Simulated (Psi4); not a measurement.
# triplet COF2: levels of theory compared

We compute a comparison of 4 runs (U-r2SCAN/aug-cc-pVDZ, U-wB97X/aug-cc-pVDZ, UCAM-B3LYP/aug-cc-pVDZ, UPBE0/aug-cc-pVDZ) of triplet COF2. Input form: a QCSchema input.

Program for the calculation: Psi4 1.11.

### 1 The molecule

The species is COF2 (4 atoms), meant as a triplet with charge 0. SMILES of the parent species: `O=C(F)F`. The shape is that of a PBE0-D4/def2-TZVP optimisation. That shape belongs to the parent species and isn't relaxed for this state.

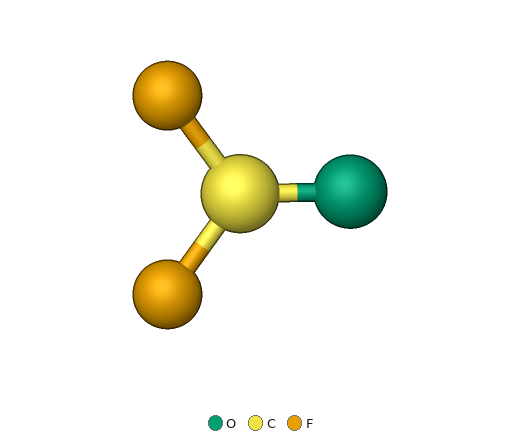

The structure, seen from a chosen angle (oxygen teal, carbon yellow, fluorine amber).

### 2 Energy and gradient at U-r2SCAN/aug-cc-pVDZ (run 1)

The input, job.json:

```json
{
 "schema_name": "qcschema_input",
 "schema_version": 1,
 "molecule": {
  "schema_name": "qcschema_molecule",
  "schema_version": 2,
  "symbols": ["O", "C", "F", "F"],
  "geometry": [-2.34828707, -0.29744289, 0.29084775, -0.17353355, -0.02197751, 0.02148619, 1.59774454, -1.5621799, 0.80250999, 0.92405718, 1.8816003, -1.11486282],
  "molecular_charge": 0,
  "molecular_multiplicity": 3,
  "fix_symmetry": "c1",
  "fix_com": true,
  "fix_orientation": true
 },
 "driver": "gradient",
 "model": {
  "method": "r2scan",
  "basis": "aug-cc-pVDZ"
 },
 "keywords": {
  "reference": "uks",
  "puream": true,
  "e_convergence": 1e-09,
  "d_convergence": 1e-08,
  "scf_type": "pk",
  "dft_radial_points": 99,
  "dft_spherical_points": 590,
  "maxiter": 100,
  "scf_properties": ["DIPOLE", "WIBERG_LOWDIN_INDICES", "QUADRUPOLE"]
 }
}
```

Command:

```bash
psi4 --qcschema job.json -n 1 --memory 1600MB
```

stdout:

```text
[...]
  Running in c1 symmetry.
[...]
  Nuclear repulsion =  120.136422958684221
[...]
  Multiplicity = 3
[...]
  Nalpha       = 17
  Nbeta        = 15
[...]
    Number of basis functions: 92
[...]
   @UKS iter   1:  -312.46617190766005    2.23190e-01   7.06329e-03 DIIS/ADIIS
[...]
   @UKS iter  13:  -312.68239890889430   -6.08225e-12   7.77108e-09 DIIS
[...]
   @S^2 Observed:                2.008152045E+00
[...]
    Orbital Energies [Eh]
    ---------------------
    Alpha Occupied:
       1A    -24.577032     2A    -24.577024     3A    -19.113389
       4A    -10.216008     5A     -1.294695     6A     -1.222674
       7A     -1.159433     8A     -0.653598     9A     -0.598300
      10A     -0.553209    11A     -0.550399    12A     -0.455602
      13A     -0.453584    14A     -0.430995    15A     -0.415909
      16A     -0.401900    17A     -0.087417
    Alpha Virtual:
      18A     -0.004988    19A      0.059197    20A      0.059294
      21A      0.060411    22A      0.114159    23A      0.155364
      24A      0.164511    25A      0.178080    26A      0.202472
[...]
  @UKS Final Energy:  -312.68239890889430
   => Energetics <=
    Nuclear Repulsion Energy =            120.1364229586842214
    One-Electron Energy =                -670.5116184767698542
    Two-Electron Energy =                 272.5297168783423558
    DFT Exchange-Correlation Energy =     -34.8369202691510012
    Empirical Dispersion Energy =           0.0000000000000000
    VV10 Nonlocal Energy =                  0.0000000000000000
    Total Energy =                       -312.6823989088942994
[...]
 Multipole Moments:
 ------------------------------------------------------------------------------------
     Multipole            Electronic (a.u.)      Nuclear  (a.u.)        Total (a.u.)
 ------------------------------------------------------------------------------------
 L = 1.  Multiply by 2.5417464519 to convert [e a0] to [Debye]
 Dipole X            :         -2.9896213            2.8687176           -0.1209036
 Dipole Y            :         -0.3786835            0.3633754           -0.0153081
 Dipole Z            :          0.3704487           -0.3554763            0.0149723
 Magnitude           :                                                    0.1227852
 L = 2.  Multiply by 1.3450342976 to convert [e a0^2] to [Debye ang]
 Quadrupole XX       :        -90.8062330           74.9563242          -15.8499088
 Quadrupole XY       :          1.1412587           -1.2045899           -0.0633312
[...]
  -Total Gradient:
     Atom            X                  Y                   Z
    ------   -----------------  -----------------  -----------------
       1        0.272072411173     0.034462039673    -0.033698693659
       2       -0.260095390646    -0.032941943944     0.032213919857
       3       -0.015121557450     0.045337091109    -0.024916838190
       4        0.002916965585    -0.046886035749     0.026429811721
[...]
```

The result, in JSON:

```text
{
 "driver": "gradient",
 "model": {
  "method": "r2scan",
  "basis": "aug-cc-pVDZ"
 },
 "success": true,
 "return_result": [0.2720724111730609, 0.0344620396728063, -0.03369869365856129, -0.2600953906457478, -0.032941943943933086, 0.03221391985713927, -0.01512155744961613, 0.0453370911088741, -0.024916838189781187, 0.0029169655845615594, -0.04688603574902456, 0.026429811720933838],
 "properties": {
  "calcinfo_nbasis": 92,
  "calcinfo_nmo": 92,
  "calcinfo_nalpha": 17,
  "calcinfo_nbeta": 15,
  "calcinfo_natom": 4,
  "nuclear_repulsion_energy": 120.13642295868422,
  "return_energy": -312.6823989088943,
  "return_gradient": [0.2720724111730609, 0.0344620396728063, -0.03369869365856129, -0.2600953906457478, -0.032941943943933086, 0.03221391985713927, -0.01512155744961613, 0.0453370911088741, -0.024916838189781187, 0.0029169655845615594, -0.04688603574902456, 0.026429811720933838],
  "scf_one_electron_energy": -670.5116184767699,
  "scf_two_electron_energy": 272.52971687834236,
  "scf_xc_energy": -34.836920269151,
  "scf_dipole_moment": [-0.12090363356950506, -0.015308127494592316, 0.014972326375237821],
  "scf_total_energy": -312.6823989088943,
  "scf_total_gradient": [0.2720724111730609, 0.0344620396728063, -0.03369869365856129, -0.2600953906457478, -0.032941943943933086, 0.03221391985713927, -0.01512155744961613, 0.0453370911088741, -0.024916838189781187, 0.0029169655845615594, -0.04688603574902456, 0.026429811720933838],
  "scf_iterations": 13
 }
}
```

Run time: 32 s. Hardware: 1 thread of Intel Xeon 6975P-C (Granite Rapids), shared host; peak memory 0.85 GiB.

### 3 The energy at U-wB97X/aug-cc-pVDZ (run 2)

job.json, as its differences from that of step 2:

```diff
@@ -10,9 +10,7 @@
   "molecular_multiplicity": 3,
-  "fix_symmetry": "c1",
-  "fix_com": true,
-  "fix_orientation": true
+  "fix_symmetry": "c1"
  },
- "driver": "gradient",
+ "driver": "energy",
  "model": {
-  "method": "r2scan",
+  "method": "wb97x",
   "basis": "aug-cc-pVDZ"
@@ -28,3 +26,3 @@
   "maxiter": 100,
-  "scf_properties": ["DIPOLE", "WIBERG_LOWDIN_INDICES", "QUADRUPOLE"]
+  "scf_properties": ["LOWDIN_CHARGES", "DIPOLE", "MAYER_INDICES"]
  }
```

Command:

```bash
psi4 --qcschema job.json -n 1 --memory 1600MB
```

stdout:

```text
[...]
  Running in c1 symmetry.
[...]
  Nuclear repulsion =  120.136422958684221
[...]
  Multiplicity = 3
[...]
  Nalpha       = 17
  Nbeta        = 15
[...]
    Number of basis functions: 92
[...]
   @UKS iter   1:  -312.64643863113497   -1.10481e-01   4.47308e-03 DIIS/ADIIS
[...]
   @UKS iter  15:  -312.74095120134569   -1.30740e-12   2.75933e-09 DIIS
[...]
   @S^2 Observed:                2.006242740E+00
[...]
    Orbital Energies [Eh]
    ---------------------
    Alpha Occupied:
       1A    -24.826932     2A    -24.826929     3A    -19.367503
       4A    -10.436733     5A     -1.460373     6A     -1.383394
       7A     -1.332809     8A     -0.812507     9A     -0.756080
      10A     -0.718334    11A     -0.708938    12A     -0.607918
      13A     -0.601146    14A     -0.587459    15A     -0.579743
      16A     -0.551073    17A     -0.225060
    Alpha Virtual:
      18A      0.068292    19A      0.099659    20A      0.102200
      21A      0.102365    22A      0.206988    23A      0.216169
      24A      0.230763    25A      0.232797    26A      0.271434
[...]
  @UKS Final Energy:  -312.74095120134569
   => Energetics <=
    Nuclear Repulsion Energy =            120.1364229586842214
    One-Electron Energy =                -670.4270998359293117
    Two-Electron Energy =                 262.8061787202374262
    DFT Exchange-Correlation Energy =     -25.2564530443380129
    Empirical Dispersion Energy =           0.0000000000000000
    VV10 Nonlocal Energy =                  0.0000000000000000
    Total Energy =                       -312.7409512013456947
[...]
 Multipole Moments:
 ------------------------------------------------------------------------------------
     Multipole            Electronic (a.u.)      Nuclear  (a.u.)        Total (a.u.)
 ------------------------------------------------------------------------------------
 L = 1.  Multiply by 2.5417464519 to convert [e a0] to [Debye]
 Dipole X            :          0.9096839           -1.1401014           -0.2304175
 Dipole Y            :          0.1152298           -0.1444089           -0.0291791
 Dipole Z            :         -0.1126734            0.1412094            0.0285360
 Magnitude           :                                                    0.2340041
[...]
```

The result, in JSON:

```text
{
 "driver": "energy",
 "model": {
  "method": "wb97x",
  "basis": "aug-cc-pVDZ"
 },
 "success": true,
 "return_result": -312.7409512013457,
 "properties": {
  "calcinfo_nbasis": 92,
  "calcinfo_nmo": 92,
  "calcinfo_nalpha": 17,
  "calcinfo_nbeta": 15,
  "calcinfo_natom": 4,
  "nuclear_repulsion_energy": 120.13642295868422,
  "return_energy": -312.7409512013457,
  "scf_one_electron_energy": -670.4270998359293,
  "scf_two_electron_energy": 262.8061787202374,
  "scf_xc_energy": -25.256453044338013,
  "scf_dipole_moment": [-0.2304174573033324, -0.029179060256576905, 0.02853599261343165],
  "scf_total_energy": -312.7409512013457,
  "scf_iterations": 15
 }
}
```

It took 20 s on 1 thread of Intel Xeon 6975P-C (Granite Rapids), shared host; peak memory 1 GiB.

Run 3 isn't shown in full; the table further down has it.

### 4 The energy at UPBE0/aug-cc-pVDZ (run 4)

The input, cf2o.json:

```json
{
 "schema_name": "qcschema_input",
 "schema_version": 1,
 "molecule": {
  "schema_name": "qcschema_molecule",
  "schema_version": 2,
  "symbols": ["O", "C", "F", "F"],
  "geometry": [-2.34828707, -0.29744289, 0.29084775, -0.17353355, -0.02197751, 0.02148619, 1.59774454, -1.5621799, 0.80250999, 0.92405718, 1.8816003, -1.11486282],
  "molecular_charge": 0,
  "molecular_multiplicity": 3,
  "fix_symmetry": "c1",
  "fix_com": true,
  "fix_orientation": true
 },
 "driver": "energy",
 "model": {
  "method": "pbe0",
  "basis": "aug-cc-pVDZ"
 },
 "keywords": {
  "reference": "uks",
  "puream": true,
  "e_convergence": 1e-09,
  "d_convergence": 1e-08,
  "scf_type": "pk",
  "dft_radial_points": 99,
  "dft_spherical_points": 590,
  "maxiter": 100
 }
}
```

Command:

```bash
psi4 --qcschema cf2o.json -n 1 --memory 1600MB
```

stdout:

```text
[...]
  Running in c1 symmetry.
[...]
  Nuclear repulsion =  120.136422958684221
[...]
  Multiplicity = 3
[...]
  Nalpha       = 17
  Nbeta        = 15
[...]
    Number of basis functions: 92
[...]
   @UKS iter   1:  -312.37971782555496    7.69087e-02   5.30516e-03 ADIIS/DIIS
[...]
   @UKS iter  14:  -312.50997098783165   -2.84217e-13   8.47111e-10 DIIS
[...]
   @S^2 Observed:                2.006081645E+00
[...]
    Orbital Energies [Eh]
    ---------------------
    Alpha Occupied:
       1A    -24.854570     2A    -24.854569     3A    -19.372661
       4A    -10.402350     5A     -1.368204     6A     -1.293249
       7A     -1.235436     8A     -0.714471     9A     -0.659770
      10A     -0.618710    11A     -0.611749    12A     -0.513789
      13A     -0.509955    14A     -0.493845    15A     -0.482223
      16A     -0.458929    17A     -0.133995
    Alpha Virtual:
      18A      0.000785    19A      0.052143    20A      0.052159
      21A      0.052834    22A      0.135650    23A      0.144877
      24A      0.158995    25A      0.162582    26A      0.192636
[...]
  @UKS Final Energy:  -312.50997098783165
   => Energetics <=
    Nuclear Repulsion Energy =            120.1364229586842214
    One-Electron Energy =                -670.4652966608028919
    Two-Electron Energy =                 264.0884378210768659
    DFT Exchange-Correlation Energy =     -26.2695351067897924
    Empirical Dispersion Energy =           0.0000000000000000
    VV10 Nonlocal Energy =                  0.0000000000000000
    Total Energy =                       -312.5099709878316503
[...]
 Multipole Moments:
 ------------------------------------------------------------------------------------
     Multipole            Electronic (a.u.)      Nuclear  (a.u.)        Total (a.u.)
 ------------------------------------------------------------------------------------
 L = 1.  Multiply by 2.5417464519 to convert [e a0] to [Debye]
 Dipole X            :         -3.0701299            2.8687176           -0.2014123
 Dipole Y            :         -0.3888808            0.3633754           -0.0255054
 Dipole Z            :          0.3804201           -0.3554763            0.0249437
 Magnitude           :                                                    0.2045474
[...]
```

The result, in JSON:

```text
{
 "driver": "energy",
 "model": {
  "method": "pbe0",
  "basis": "aug-cc-pVDZ"
 },
 "success": true,
 "return_result": -312.50997098783165,
 "properties": {
  "calcinfo_nbasis": 92,
  "calcinfo_nmo": 92,
  "calcinfo_nalpha": 17,
  "calcinfo_nbeta": 15,
  "calcinfo_natom": 4,
  "nuclear_repulsion_energy": 120.13642295868422,
  "return_energy": -312.50997098783165,
  "scf_one_electron_energy": -670.4652966608029,
  "scf_two_electron_energy": 264.08843782107687,
  "scf_xc_energy": -26.269535106789792,
  "scf_dipole_moment": [-0.20141230584638636, -0.02550537768335781, 0.024943733454776296],
  "scf_total_energy": -312.50997098783165,
  "scf_iterations": 14
 }
}
```

It took 15 s on 1 thread of Intel Xeon 6975P-C (Granite Rapids), shared host; peak memory 0.94 GiB.

### 5 Overview of the runs

```
run                   level      task  energy (Eh)  dipole moment (D)  HOMO energy (eV)   ⟨S²⟩  wall time
  1    U-r2SCAN/aug-cc-pVDZ  gradient  -312.682399               0.31             -2.38  2.008       32 s
  2     U-wB97X/aug-cc-pVDZ    energy  -312.740951               0.59             -6.12  2.006       20 s
  3  UCAM-B3LYP/aug-cc-pVDZ  gradient  -312.731690               0.57             -5.24  2.006       28 s
  4       UPBE0/aug-cc-pVDZ    energy  -312.509971               0.52             -3.65  2.006       15 s
```

### 6 Outcome

| quantity | value |
| --- | --- |
| run 4: total energy | -312.50997 Eh |
| run 4: dipole moment | 0.52 D |
| run 4: HOMO energy (highest over α and β) | -3.65 eV |
| run 4: ⟨S²⟩ | 2.006 |

**Reading.** The dipole moment (its size) runs from 0.31 D (U-r2SCAN/aug-cc-pVDZ) to 0.59 D (U-wB97X/aug-cc-pVDZ). Totals of different functionals can't be ranked against each other. All runs together took 96 s, the longest 32 s.
